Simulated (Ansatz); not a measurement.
**C2H5NSi: short molecular-dynamics run, by script**

How does C2H5NSi move over a short run? Aim: a short molecular-dynamics run, for C2H5NSi, run from a script. SMILES: N#CC[SiH3].

All numbers are computed with Ansatz 0.2.0 through its Python package. Level of theory: Hartree-Fock/6-31G.

### Step 1. Starting point

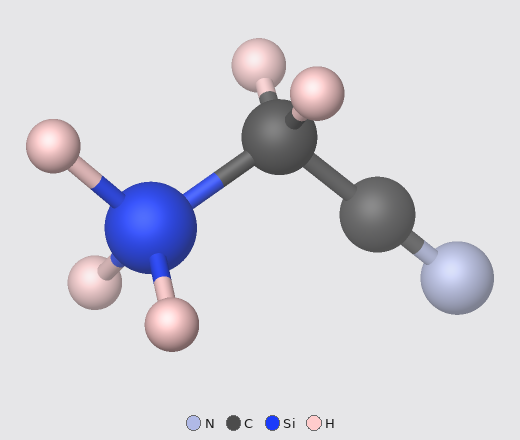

The structure that the script starts from, seen from a chosen angle (nitrogen light blue, carbon dark grey, silicon blue, hydrogen pink).

The script reads c2h5nsi.xyz:

```xyz
9

N     2.76750   -0.43260   -0.15640
C     1.64360    0.04270   -0.26890
C     0.26980    0.61100   -0.41900
Si   -0.91270   -0.44070    0.39040
H     0.07000    0.72740   -1.48560
H     0.28140    1.62640    0.03820
H    -2.29730    0.17500    0.22470
H    -0.99700   -1.78200   -0.23470
H    -0.73680   -0.57340    1.89420
```

### Step 2. The script

c2h5nsi.py reads:

```python
"""Molecular dynamics of one C2H5NSi molecule."""

import ansatz as az
import numpy as np

params = {
    "basis_set": "6-31G",
    "functional": "hf",
    "n_steps": 30,
    "temperature_k": 300,
}


def main() -> None:
    molecule = az.Crystal.molecule_from_extxyz("c2h5nsi.xyz")

    calc = (
        molecule.calculation()
        .basis(gaussian=params["basis_set"])  # the orbital basis, by name
        .functional(params["functional"])
    )
    symbols = [site.symbol for site in molecule.cartesian_sites]
    start = np.array([site.position_ang for site in molecule.cartesian_sites], dtype=float)
    report = calc.relax(force_tolerance=0.02).run(threads=1, pin="off").report
    end = np.array(report["positions_ang"])
    minimum = az.Crystal.molecule()
    for symbol, place in zip(symbols, end):
        minimum = minimum.atom(symbol, place.tolist())

    # dynamics from the relaxed geometry
    calc = minimum.calculation()
    calc = calc.basis(gaussian=params["basis_set"])
    calc = calc.functional(params["functional"]).md("nve", timestep=1.0, steps=params["n_steps"], temperature=params["temperature_k"], initial_velocities="maxwell_boltzmann", seed=18)
    frames = []
    out = calc.session().plan().execute(on_event=lambda e: frames.append(e["data"]) if e["event"] == "md_step" else None)
    print("t (fs)   E_pot (eV)      E_kin (eV)   T (K)   d(0-1) (A)")
    for f in frames[::3]:
        xyz = np.array(f["positions_ang"])
        print(f"{f['time_fs']:6.2f} {f['lagrangian_ev']:14.5f} {f['e_kin_ev']:10.5f} {f['temperature_k']:8.1f} {np.linalg.norm(xyz[0] - xyz[1]):9.4f}")
    kept = np.array([f["conserved_ev"] for f in frames])
    print(f"conserved energy moves by at most {1000 * np.ptp(kept):.3f} meV")


if __name__ == "__main__":
    main()
```

### Step 3. What the engine is handed

The engine receives this input (first run):

```yaml
crystal:
  periodic: [false, false, false]
  atoms:
    - { symbol: "N", position_ang: [2.7675, -0.4326, -0.1564] }
    - { symbol: C, position_ang: [1.6436, 0.0427, -0.2689] }
    - { symbol: C, position_ang: [0.2698, 0.611, -0.419] }
    - { symbol: Si, position_ang: [-0.9127, -0.4407, 0.3904] }
    - { symbol: H, position_ang: [0.07, 0.7274, -1.4856] }
    - { symbol: H, position_ang: [0.2814, 1.6264, 0.0382] }
    - { symbol: H, position_ang: [-2.2973, 0.175, 0.2247] }
    - { symbol: H, position_ang: [-0.997, -1.782, -0.2347] }
    - { symbol: H, position_ang: [-0.7368, -0.5734, 1.8942] }
basis:
  gaussian:
    orbitals: "6-31G"
hamiltonian:
  xc: hf
relax:
  f_tol: 0.02
```

### Step 4. The run

The run is started by

```bash
python c2h5nsi.py
```

**Question.** What results will this script give? Wanted: moves of the relaxation of run 1; energy gained in run 1; last largest force component of run 1; mean temperature, second half; farthest move; largest change of the conserved energy.

**Answer**, as computed:

```
                              quantity            value
                         runs compared                2
      moves of the relaxation of run 1                5
                energy gained in run 1         0.759 eV
 last largest force component of run 1      0.0149 eV/Å
                     length of the run  30 steps, 30 fs
         mean temperature, second half            156 K
                         farthest move           0.24 Å
largest change of the conserved energy    0.76 meV/atom
```

In words: Run 1: The relaxation took 5 moves; the largest shift is 0.110 Å, of atom 4 (Si). The temperature swings between 63 and 300 K, with a mean of 156 K in the second half; from a start near a minimum about half of the kinetic energy passes into potential energy. The conserved energy stays within 0.76 meV/atom, so the time step holds. A run of 30 fs is far too short for averages. Reading the output:
- The trajectory is only some femtoseconds long, and gives no averages; where the script doesn't relax first, it starts from a rough generated geometry.
- The temperature counts the internal degrees of freedom alone.
- With hydrogen a step over 0.5 fs is long.
